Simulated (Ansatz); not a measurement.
# CF2 (SMILES F[C]F) at PBE/STO-3G

What is the energy change on altering one bond length of CF2 at PBE/STO-3G? 

Program for the calculation: Ansatz 0.2.0.

40 further runs of the same task are left out: 4 that didn't finish, 36 set aside as unsound or not needed.

### 1 The structure to begin with

The species is CF2 (3 atoms), meant as a singlet with charge 0. As SMILES, `F[C]F`. The coordinates come from a GFN2-xTB relaxation.

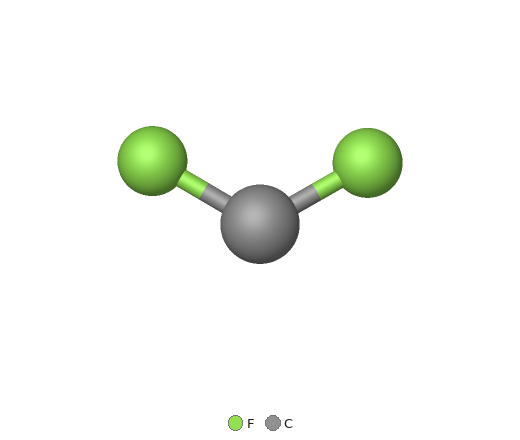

The structure, seen from a chosen angle (fluorine green, carbon grey).

### 2 The energy at PBE/STO-3G

job.yaml reads:

```yaml
crystal:
  periodic: [false, false, false]
  atoms:
    - symbol: F
      position_ang: [0.396940, 1.032800, 0.332770]
    - symbol: C
      position_ang: [0.326820, -0.272180, 0.149730]
    - symbol: F
      position_ang: [-0.723760, -0.760620, -0.482500]
basis:
  gaussian: {orbitals: STO-3G}
hamiltonian: {xc: {name: PBE}}
accuracy: high
```

On the command line:

```sh
ansatz run job.yaml --threads 1 --pin off --max-ram 2610MiB --events-out events.jsonl --progress --plain --runs-dir runs
```

The log of the run:

```text
Warning: RAYON_NUM_THREADS=1 ignored (pool sized by the plan → 1); use --threads N
Functional definition: PBE
  name "PBE"
  parameter kappa = 0.804
  parameter beta = 0.06672455060314922
  exchange = pbe_x(kappa = kappa, mu = beta*pi^2/3)
  correlation = pbe_c(beta = beta)
250 factors; integrals over basis functions are off by at most 3.4e-8 eV
mean field evaluation 1: about -6369.6178 eV, gradient 9.7e0 eV
mean field evaluation 2: about -6369.5589 eV, gradient 1.2e1 eV
mean field evaluation 4: about -6369.9994 eV, gradient 1.2e-1 eV
mean field evaluation 8: about -6369.9574 eV, gradient 8.0e-2 eV
mean field evaluation 16: about -6369.9574 eV, gradient 8.9e-9 eV
mean field -6369.95743130 eV, -234.0916178879 hartree, gradient 2.9e-8 eV, S^2 0.000000; 0 other end points of the search recorded, 0 dependent functions left out
reference -6369.95743206 eV, -234.0916179161 hartree; 12, 12 occupied and 3, 3 virtual orbitals, 250 factors
Total energy: -6369.95743206 eV, -234.0916179161 hartree
```

Wall time 0.62 s (1 thread of Arm Neoverse V1, shared host).

### 3 The distorted shape, same level

run.yaml reads:

```yaml
crystal:
  periodic: [false, false, false]
  atoms:
    - {symbol: F, position_ang: [0.414469, 1.359022, 0.378527]}
    - {symbol: C, position_ang: [0.326820, -0.272180, 0.149730]}
    - {symbol: F, position_ang: [-0.723760, -0.760620, -0.482500]}
basis:
  gaussian:
    orbitals: STO-3G
accuracy: high
hamiltonian:
  xc: {name: PBE}
```

On the command line:

```sh
ansatz run run.yaml --threads 1 --pin off --max-ram 2610MiB --events-out events.jsonl --progress --plain --runs-dir runs
```

The log of the run:

```text
Warning: RAYON_NUM_THREADS=1 ignored (pool sized by the plan → 1); use --threads N
[... 6 set-up lines as earlier in the session ...]
249 factors; integrals over basis functions are off by at most 4.1e-8 eV
mean field evaluation 1: about -6367.3276 eV, gradient 2.4e1 eV
mean field evaluation 2: about -6311.8321 eV, gradient 1.4e2 eV
mean field evaluation 4: about -6369.0578 eV, gradient 8.1e0 eV
mean field evaluation 8: about -6369.1966 eV, gradient 9.9e-2 eV
mean field evaluation 16: about -6369.1967 eV, gradient 4.1e-7 eV
mean field -6369.19666025 eV, -234.0636600675 hartree, gradient 8.4e-8 eV, S^2 0.000000; 0 other end points of the search recorded, 0 dependent functions left out
reference -6369.19666101 eV, -234.0636600957 hartree; 12, 12 occupied and 3, 3 virtual orbitals, 249 factors
Total energy: -6369.19666101 eV, -234.0636600957 hartree
```

Wall time 0.62 s (1 thread of Arm Neoverse V1, shared host).

### 4 What came out

Level: PBE/STO-3G.

| quantity | value |
| --- | --- |
| first shape: total energy | -234.09162 Eh |
| distorted shape: total energy | -234.06366 Eh |
| energy change with the F1–C2 bond stretched from 1.320 to 1.650 Å | 0.761 eV |

What this shows: With the F1–C2 bond stretched from 1.320 to 1.650 Å the energy rises by 0.76 eV (73.4 kJ/mol). The first shape isn't relaxed at this level, so the change isn't measured from a minimum. The minimal basis adds a large error of its own.
